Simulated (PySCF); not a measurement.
# What a change does: NMR shielding calculation on C$_{3}$H$_{9}$AlO$_{2}$

System: C$_{3}$H$_{9}$AlO$_{2}$.
Method of the first run: GIAO PBE0/pcSseg-1 NMR shielding, non-relativistic, gas phase (PySCF 2.14.0).

The geometry comes from this level: GFN2-xTB. Text and figures count atoms from 1; the logs count them from 0 in places.

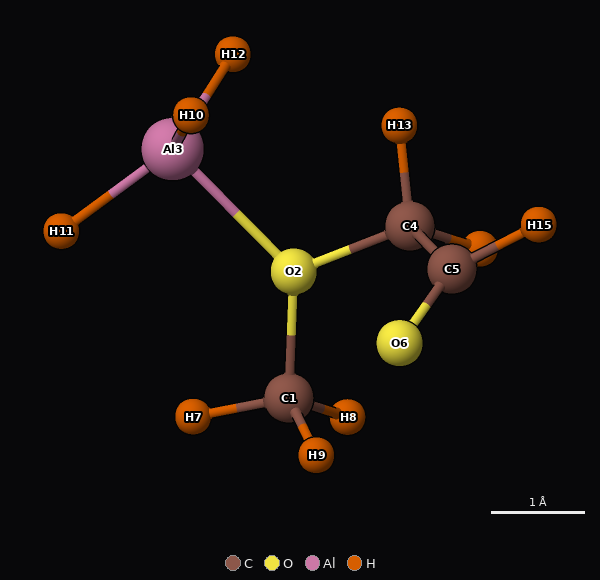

**Figure 1.** The input geometry (ball-and-stick view, seen at a tilt; atoms are numbered from 1 in the order of the input). Sticks mark near contacts. Bond lengths as drawn: Al–H 1.57 to 1.59 Å, Al–O 1.88 Å, C–C 1.51 Å, C–H 1.09 to 1.11 Å and C–O 1.19 to 1.42 Å.

The input, the first run:
```
{"job": {"kind": "nmr", "xc": "PBE0", "basis": "pcSseg-1"}, "charge": 0, "multiplicity": 1}
C     -1.129786    -1.075944    -0.579453
O     -0.474126     0.055064    -0.037743
Al    -0.800400     1.131880     1.466861
C      0.729044     0.424358    -0.661971
C      1.871595    -0.519299    -0.380524
O      1.779617    -1.552986     0.210515
H     -2.025146    -1.214323     0.024512
H     -1.410555    -0.890507    -1.620578
H     -0.501683    -1.965237    -0.510827
H      0.527389     0.879172     2.276686
H     -2.142876     0.435335     1.887523
H     -0.837681     2.511689     0.683218
H      0.980611     1.408328    -0.243006
H      0.596339     0.535400    -1.747453
H      2.833244    -0.154940    -0.789671
```

The first line tells a small driver script what to run in PySCF; the rest is the geometry in Å.

Command:
```bash
OMP_NUM_THREADS=1 python <driver script> task.json out
```

Hardware: 1 CPU thread, shared host.

Output (the first run):
```
coarse grid: 12640 points
cycle   1  E = -511.9087436650  dE =  7.002e-01  |g| = 8.245e-01  |ddm| = 3.239e+00
cycle   2  E = -511.4669423325  dE =  4.418e-01  |g| = 1.722e+00  |ddm| = 2.162e+00
cycle   3  E = -512.0421192732  dE = -5.752e-01  |g| = 1.164e-01  |ddm| = 1.675e+00
cycle   4  E = -512.0435721968  dE = -1.453e-03  |g| = 8.681e-02  |ddm| = 1.304e-01
cycle   5  E = -512.0448307738  dE = -1.259e-03  |g| = 1.303e-02  |ddm| = 5.983e-02
cycle   6  E = -512.0448613921  dE = -3.062e-05  |g| = 2.822e-03  |ddm| = 9.952e-03
cycle   7  E = -512.0448629147  dE = -1.523e-06  |g| = 8.847e-04  |ddm| = 3.487e-03
final grid: 116280 points
cycle   8  E = -512.1004595829  dE = -1.221e-05  |g| = 1.393e-02  |ddm| = 2.157e-02
cycle   9  E = -512.1003816415  dE =  7.794e-05  |g| = 2.500e-02  |ddm| = 2.181e-02
cycle  10  E = -512.1004932007  dE = -1.116e-04  |g| = 2.864e-03  |ddm| = 1.603e-02
cycle  11  E = -512.1004947347  dE = -1.534e-06  |g| = 3.574e-04  |ddm| = 2.001e-03
cycle  12  E = -512.1004947567  dE = -2.208e-08  |g| = 1.227e-04  |ddm| = 3.727e-04
cycle  13  E = -512.1004947598  dE = -3.071e-09  |g| = 2.142e-05  |ddm| = 1.063e-04
cycle  14  E = -512.1004947599  dE = -9.800e-11  |g| = 4.634e-06  |ddm| = 2.484e-05
converged SCF energy = -512.1004947599

GIAO shielding tensors (ppm)
atom      isotropic    diamagn.    paramagn.     s11        s22        s33       span
  0 C      124.773     246.338    -121.565     90.861     97.907    185.551     94.690
  1 O      328.754     402.066     -73.312    296.862    310.834    378.566     81.704
  2 Al     402.469     796.484    -394.016    367.680    400.935    438.791     71.111
  3 C      105.731     251.632    -145.901     73.076     95.033    149.085     76.009
  4 C      -12.449     248.417    -260.866   -108.109    -19.546     90.309    198.417
  5 O     -356.410     401.368    -757.778  -1006.699   -460.929    398.399   1405.098
  6 H       27.146      29.838      -2.692     23.102     25.570     32.766      9.665
  7 H       28.340      29.825      -1.485     24.556     25.986     34.478      9.922
  8 H       27.148      30.339      -3.191     22.371     26.551     32.522     10.151
  9 H       27.559      30.844      -3.286     24.347     26.963     31.366      7.019
 10 H       27.516      30.895      -3.379     24.102     26.674     31.773      7.671
 11 H       27.374      30.550      -3.176     24.015     26.530     31.575      7.560
 12 H       26.229      31.076      -4.848     21.465     26.320     30.901      9.436
 13 H       27.621      31.014      -3.393     24.314     25.990     32.560      8.246
 14 H       21.986      26.755      -4.769     20.278     20.759     24.921      4.643
```

For the second run the input was changed thus:
```diff
-"basis": "pcSseg-1"
+"basis": "def2-TZVP"
+"solvent": "chloroform"
+"pop": false
```

Predict how the results change.

The total energies belong to different models, so their difference says nothing on which is more stable or more accurate. The HOMO goes from −7.37 to −7.64 eV. The LUMO goes from −1.44 to −1.13 eV. The dipole moment goes from 5.28 to 6.12 D. Of all shieldings, the largest change is that of O6, by +56.3 ppm. The number of SCF iterations is the same. The basis functions go from 154 to 246.

Output (the second run):
```
coarse grid: 12640 points
cycle   1  E = -512.1431840233  dE =  6.643e-01  |g| = 8.187e-01  |ddm| = 2.736e+00
cycle   2  E = -511.7919649659  dE =  3.512e-01  |g| = 1.593e+00  |ddm| = 2.137e+00
cycle   3  E = -512.2673826400  dE = -4.754e-01  |g| = 1.094e-01  |ddm| = 1.714e+00
cycle   4  E = -512.2687432161  dE = -1.361e-03  |g| = 7.723e-02  |ddm| = 9.609e-02
cycle   5  E = -512.2697225635  dE = -9.793e-04  |g| = 1.296e-02  |ddm| = 4.466e-02
cycle   6  E = -512.2697520546  dE = -2.949e-05  |g| = 2.519e-03  |ddm| = 8.052e-03
cycle   7  E = -512.2697532665  dE = -1.212e-06  |g| = 7.826e-04  |ddm| = 3.910e-03
final grid: 116280 points
cycle   8  E = -512.2628401324  dE = -5.055e-05  |g| = 1.275e-02  |ddm| = 5.239e-02
cycle   9  E = -512.2627857219  dE =  5.441e-05  |g| = 2.167e-02  |ddm| = 1.637e-02
cycle  10  E = -512.2628681388  dE = -8.242e-05  |g| = 2.445e-03  |ddm| = 1.238e-02
cycle  11  E = -512.2628692303  dE = -1.092e-06  |g| = 3.695e-04  |ddm| = 1.878e-03
cycle  12  E = -512.2628692475  dE = -1.712e-08  |g| = 1.891e-04  |ddm| = 3.125e-04
cycle  13  E = -512.2628692546  dE = -7.141e-09  |g| = 2.230e-05  |ddm| = 1.246e-04
cycle  14  E = -512.2628692547  dE = -1.082e-10  |g| = 5.471e-06  |ddm| = 2.342e-05
converged SCF energy = -512.2628692547

GIAO shielding tensors (ppm)
atom      isotropic    diamagn.    paramagn.     s11        s22        s33       span
  0 C      127.888     247.469    -119.581     94.331    100.689    188.644     94.314
  1 O      322.272     377.211     -54.938    295.072    303.477    368.268     73.196
  2 Al     411.624     799.741    -388.116    384.558    411.313    439.002     54.444
  3 C      108.086     251.525    -143.440     75.411     96.694    152.152     76.741
  4 C      -16.012     248.087    -264.099   -105.359    -38.491     95.813    201.171
  5 O     -300.110     401.086    -701.196   -899.601   -407.373    406.644   1306.245
  6 H       27.518      29.676      -2.158     23.729     25.877     32.948      9.219
  7 H       28.288      29.755      -1.467     24.746     26.024     34.094      9.349
  8 H       27.327      30.434      -3.107     22.730     26.879     32.371      9.640
  9 H       27.815      31.555      -3.740     24.772     27.051     31.621      6.849
 10 H       27.714      31.342      -3.629     24.449     26.805     31.886      7.437
 11 H       27.641      31.237      -3.596     24.482     26.649     31.791      7.309
 12 H       26.331      30.890      -4.560     21.893     25.976     31.122      9.229
 13 H       27.241      30.295      -3.055     24.107     25.623     31.993      7.886
 14 H       21.822      26.994      -5.172     20.080     20.727     24.659      4.579
```

The two runs side by side:

```tsv
quantity	the first run	the second run
outcome	converged	converged
total energy (hartree)	−512.100495	−512.262869
HOMO (eV)	−7.37	−7.64
LUMO (eV)	−1.44	−1.13
dipole moment (D)	5.28	6.12
shielding of C1 (ppm)	124.8	127.9
shielding of O2 (ppm)	328.8	322.3
shielding of Al3 (ppm)	402.5	411.6
shielding of C4 (ppm)	105.7	108.1
shielding of C5 (ppm)	−12.4	−16.0
shielding of O6 (ppm)	−356.4	−300.1
shielding of H14 (ppm)	27.6	27.2
SCF iterations	14	14
basis functions	154	246
wall time (shared host)	22 s	29 s
```
